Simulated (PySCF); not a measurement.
# MoO4 ([MoO4]2-): the cost of one run

Programs: PySCF 2.14.0, with routines of our own; each step states its level. All values are computed. Atoms count from 0.

5 further runs of the same task are left out: 3 for a basis unfit for spin-orbit shieldings, 2 for a known fault of the program.

## Step 1: The starting structure

5 atoms, charge -2, multiplicity 1; geometry from: GFN2-xTB.

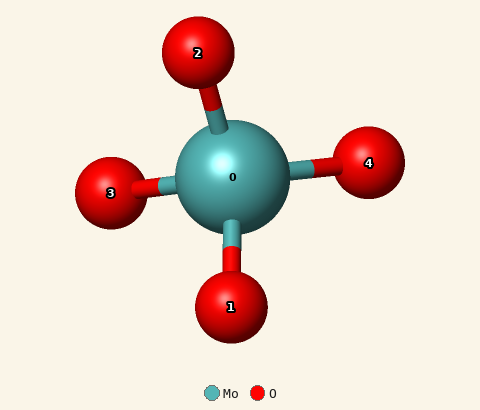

The starting geometry (molybdenum teal, oxygen red); sticks join atoms by distance alone.

## Step 2: Geometry optimisation at PBE0-D3(BJ)/def2-SVP

The job: settings as JSON, then the geometry in Å.

```
{"job": {"xc": "PBE0", "basis": "def2-SVP", "d3": "d3bj", "grid": 1, "maxiter": 30, "shake": 0.03, "kind": "geom"}, "charge": -2, "multiplicity": 1}
Mo     0.060460    -0.076690     0.012920
O     -0.006610    -0.031280     1.693740
O      1.537890     0.003270    -0.602900
O     -0.708220     1.399320    -0.557740
O     -0.808670    -1.405110    -0.608150
```

Launch:

```
$ OMP_NUM_THREADS=1 python heavy_run.py task.json out
```

This one command runs all jobs of the session in turn.

Q: Estimate the wall time and peak memory of this first job on 1 thread of Intel Xeon 6975P-C, shared host.

About 13 s, with a peak of 0.34 GiB.
